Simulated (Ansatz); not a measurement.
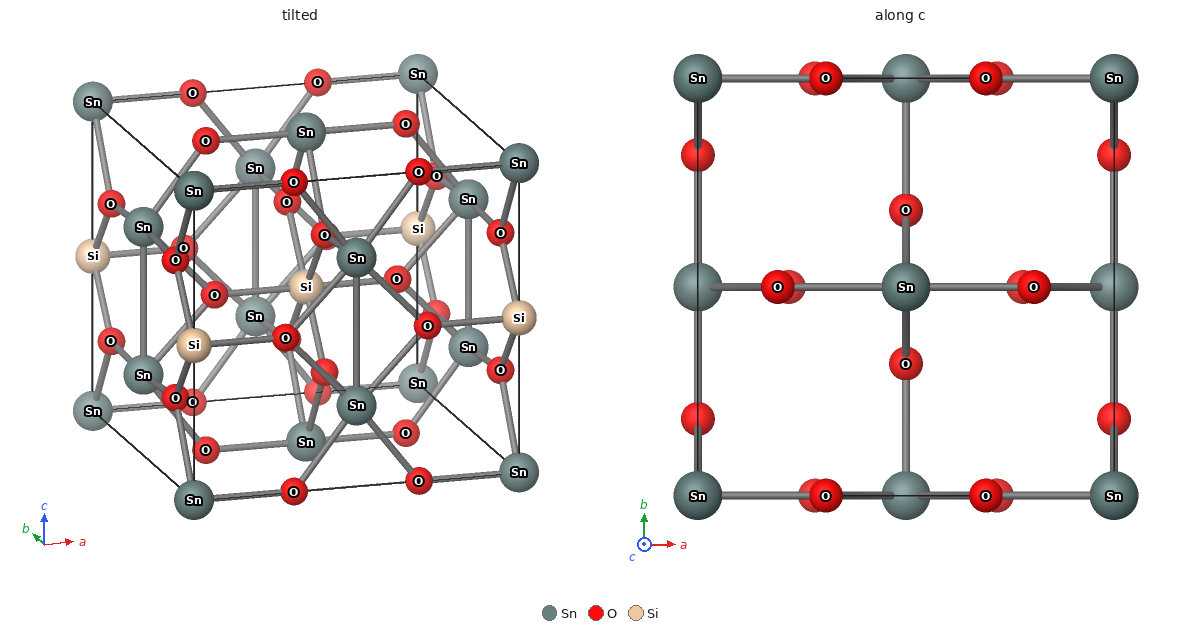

Drawn in the ball-and-stick manner and seen slightly off an axis and along the c axis. The wireframe shows the conventional unit cell.

SiSn3O8, space group Cmmm (No. 65), a = 6.514 Å, b = 6.529 Å, c = 6.155 Å, α = 90.00°, β = 90.00°, γ = 90.00°. It goes back to a structure type filled with these elements by a generator (whether the compound takes this form wasn't checked). Earlier steps of the study may have refined or changed the cell and positions. Ansatz was used for an electronic-structure calculation on it.

This one geometry was computed with Ansatz (DFT, plane waves, PAW) at five levels of theory: HSE06, PBE with spin-orbit coupling, r2SCAN, PBE and PBE0. It was relaxed beforehand with r2SCAN.

Q: Which level gives the highest pressure at this volume, and what does that say about its equilibrium volume?

A: Highest: PBE with spin-orbit coupling (8.1 GPa) and PBE (8.2 GPa), which points to the largest equilibrium volume. Lowest, with the smallest volume: HSE06 (-1.6 GPa) and PBE0 (-1.7 GPa). Levels within 0.5 GPa of each other can't be told apart.

Q: How does the band gap change with the level of theory?

A: PBE: a gap of 1.43 eV, direct; PBE with spin-orbit coupling: a gap of 1.44 eV, direct; r2SCAN: a gap of 2.11 eV, direct; HSE06: a gap of 3.21 eV, direct; PBE0: a gap of 3.94 eV, direct.

Q: Collect the results in a table.

A:
| level | cutoff (eV) | k-mesh of the run's cell | gap (eV) | pressure (GPa) |
| --- | --- | --- | --- | --- |
| HSE06 | 420 | 4×4×2 | 3.21 | -1.6 |
| PBE with spin-orbit coupling | 420 | 6×6×4 | 1.44 | 8.1 |
| r2SCAN | 500 | 6×6×4 | 2.11 | 0.0 |
| PBE | 420 | 6×6×4 | 1.43 | 8.2 |
| PBE0 | 420 | 4×4×2 | 3.94 | -1.7 |

Gaps are taken on the k-mesh or band path of each run.
